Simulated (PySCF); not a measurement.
**doublet [C2F2]+ at 6 levels**

Aim: a comparison of 6 runs (UHF/STO-3G, UHF/3-21G, UB3LYP/6-31G*, U-wB97M-V/cc-pVTZ, UB2PLYP/cc-pVTZ, USCS-MP2/cc-pVTZ) of doublet [C2F2]+. 

Program for the calculation: PySCF 2.14.0.

3 further runs of the same task are left out: 3 set aside as unsound or not needed.

## 1. The molecule

[C2F2]+: 4 atoms, total charge +1, spin state doublet. SMILES of the parent species: `FC#CF`. The coordinates come from a PBE0-D4/def2-TZVP relaxation. That shape belongs to the parent species and isn't relaxed for this state.

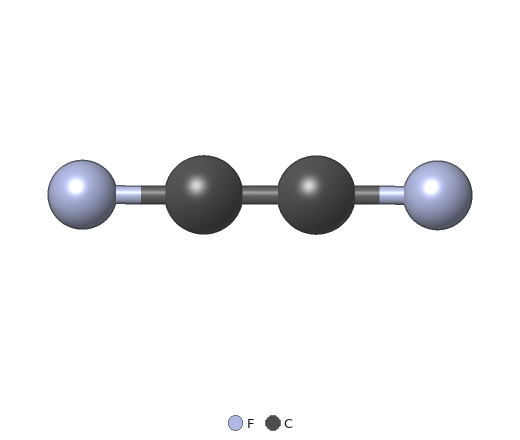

Viewed from a chosen angle; fluorine light blue, carbon dark grey.

## 2. A single-point energy at UHF/STO-3G (run 1)

The input, calc.py:

```python
from pyscf import gto, scf

mol = gto.M(
    atom='''
F       -0.136400       0.128000       1.852800
C       -0.033700       0.030200       0.583200
C        0.061400      -0.060400      -0.593400
F        0.164100      -0.158200      -1.863000
''',
    max_memory=1860,
    charge=1,
    verbose=3,
    spin=1,
    basis='sto-3g',
)

calc0 = scf.UHF(mol)
calc0.conv_tol = 1e-10
calc0.kernel()
if not calc0.converged:
    calc0 = calc0.newton().run(calc0.mo_coeff, calc0.mo_occ)

etot = calc0.e_tot
print('Final energy', etot)
```

On the command line:

```
OMP_NUM_THREADS=1 python calc.py
```

What it wrote:

```text
converged SCF energy = -270.437644172061  <S^2> = 0.75416713  2S+1 = 2.0041628
Final energy -270.437644172061
```

Run time: 0.5 s. Hardware: 1 thread of Arm Neoverse V2, shared host; peak memory 0.099 GiB.

## 3. The energy at UHF/3-21G (run 2)

The input, input.py:

```python
from pyscf import gto, scf

mol = gto.Mole()
mol.atom = [
    ('F', (-0.136400, 0.128000, 1.852800)),
    ('C', (-0.033700, 0.030200, 0.583200)),
    ('C', (0.061400, -0.060400, -0.593400)),
    ('F', (0.164100, -0.158200, -1.863000)),
]
mol.basis = '3-21g'
mol.spin = 1
mol.charge = 1
mol.max_memory = 1860
mol.verbose = 3
mol.build()

myscf = scf.UHF(mol)
myscf.conv_tol = 1e-10
myscf.kernel()
if not myscf.converged:
    myscf = myscf.newton().run(myscf.mo_coeff, myscf.mo_occ)

e_final = myscf.e_tot
print(f'total energy: {e_final:.8f} hartree')
```

On the command line:

```
OMP_NUM_THREADS=1 python input.py
```

What it wrote:

```text
converged SCF energy = -272.580765722722  <S^2> = 0.75379137  2S+1 = 2.0037878
total energy: -272.58076572 hartree
```

Wall time 0.52 s (1 thread of Arm Neoverse V2, shared host); peak memory 0.1 GiB.

Run 3 isn't shown in full; the table further down has it.

## 4. A single-point energy at U-wB97M-V/cc-pVTZ (run 4)

The input, start.xyz:

```xyz
4

F     -0.136400     0.128000     1.852800
C     -0.033700     0.030200     0.583200
C      0.061400    -0.060400    -0.593400
F      0.164100    -0.158200    -1.863000
```

The input, input.py:

```python
from pyscf import gto, dft

mol = gto.M(
    atom='start.xyz',
    max_memory=1860,
    spin=1,
    verbose=3,
    basis='cc-pvtz',
    charge=1,
)

mf = dft.UKS(mol, xc='wb97m-v')
mf.nlcgrids.level = 1
mf.conv_tol = 1e-10
mf.grids.level = 5
mf.kernel()
if not mf.converged:
    mf = mf.newton().run(mf.mo_coeff, mf.mo_occ)

e_tot = mf.e_tot
print('Final energy', e_tot)
```

On the command line:

```
OMP_NUM_THREADS=1 python input.py
```

What it wrote:

```text
converged SCF energy = -275.377820809138  <S^2> = 0.75189746  2S+1 = 2.0018966
Final energy -275.37782080913826
```

Run time: 97 s. Hardware: 1 thread of Arm Neoverse V2, shared host; peak memory 0.73 GiB.

Run 5 isn't shown in full; the table further down has it.

## 5. A single-point energy at USCS-MP2/cc-pVTZ (run 6)

The input, run.py:

```python
from pyscf import gto, mp

mol = gto.M(
    atom=[
    ('F', (-0.136400, 0.128000, 1.852800)),
    ('C', (-0.033700, 0.030200, 0.583200)),
    ('C', (0.061400, -0.060400, -0.593400)),
    ('F', (0.164100, -0.158200, -1.863000)),
],
    spin=1,
    basis='cc-pvtz',
    verbose=3,
    max_memory=1860,
    charge=1,
)

myscf = mol.UHF()
myscf.conv_tol = 1e-10
myscf.kernel()
if not myscf.converged:
    myscf = myscf.newton().run(myscf.mo_coeff, myscf.mo_occ)

pt = mp.MP2(myscf, frozen=4).run()
etot = myscf.e_tot + 1.2 * pt.e_corr_os + pt.e_corr_ss / 3
print('E = %.10f Eh' % etot)
```

On the command line:

```
OMP_NUM_THREADS=1 python run.py
```

What it wrote:

```text
converged SCF energy = -274.19107179044  <S^2> = 0.75512385  2S+1 = 2.0051173
E(UMP2) = -274.936774206112  E_corr = -0.74570241567166
E(SCS-UMP2) = -274.915879221167  E_corr = -0.724807430726631
E = -274.9158792212 Eh
```

It took 6.6 s on 1 thread of Arm Neoverse V2, shared host; peak memory 0.4 GiB.

## 6. Overview of the runs

| run | level | integration grid | nlc grid | energy (Eh) | HOMO energy (eV) | LUMO energy (eV) | ⟨S²⟩ | wall time |
| --- | --- | --- | --- | --- | --- | --- | --- | --- |
| 1 | UHF/STO-3G | – | – | -270.437644 | -19.08 | -8.12 | 0.754 | 0.5 s |
| 2 | UHF/3-21G | – | – | -272.580766 | -20.90 | -9.97 | 0.754 | 0.52 s |
| 3 | UB3LYP/6-31G* (spherical functions) | 5 | – | -275.333702 | -16.62 | -14.22 | 0.751 | 9 s |
| 4 | U-wB97M-V/cc-pVTZ | 5 | 1 | -275.377821 | -19.27 | -11.65 | 0.752 | 97 s |
| 5 | UB2PLYP/cc-pVTZ | 5 | – | -275.277875 | -18.49 | -12.30 | 0.753 | 31 s |
| 6 | USCS-MP2/cc-pVTZ | – | – | -274.915879 | -20.78 | -9.07 | 0.755 | 6.6 s |

## 7. What came out

| quantity | value |
| --- | --- |
| run 6: total energy | -274.91588 Eh |
| run 6: HOMO energy (Hartree–Fock orbitals) (highest over α and β) | -20.78 eV |
| run 6: LUMO energy (Hartree–Fock orbitals) (lowest over α and β) | -9.07 eV |
| run 6: correlation energy (4 core orbitals frozen) | -724.8 mEh |
| run 6: ⟨S²⟩ of the reference determinant | 0.755 |

What this shows: Totals of different functionals can't be ranked against each other. In run 1 the basis is minimal, so the values are rough. All runs together took 2.4 min, the longest 97 s.
